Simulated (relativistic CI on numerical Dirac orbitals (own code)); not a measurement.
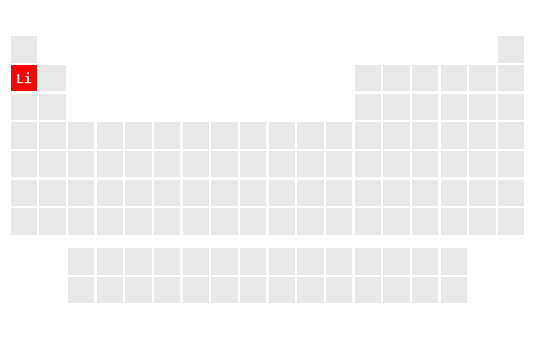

Figure 1. The place of lithium in the periodic table.

Run report: Li, relativistic CI calculation

System: Li.
Method: Dirac-Coulomb-Breit CI, KLI orbitals optimised for each configuration, model QED (radiative potential, 1s self-energy scaled to tabulated hydrogen-like ionisation energies), numerical settings as typed (relativistic CI on numerical Dirac orbitals, in-house).

## Input file
```
atom Li  Z=3  charge=0  electrons=3
nucleus A=7  rms_radius_fm=2.4440
hamiltonian dirac-coulomb  breit=on  qed=on  c_scale=1
orbitals kli  potential=per-configuration
slater_scale 1
correlation none
mixing on
grid step=0.0125 r_max=62.6
scf mixing=0.4 start=green max_iterations=2 tolerance=2e-08 node_fill=0.05
configurations
  [He] 2s
end
```

Hardware: 1 CPU thread, shared host.

Launched within a batch (the task file carries these settings):
```bash
python <driver script> task.json out
```

The program writes its results to a structured record and prints no log; tables and figures of this report are taken from that record.

## What the run reported

| quantity | value |
| --- | --- |
| outcome | not converged |

## Diagnosis

The input is odd on purpose: iterations. The run did not meet its convergence test, so its last values are not results. To bear in mind: SCF of 1s2 2s did not converge.
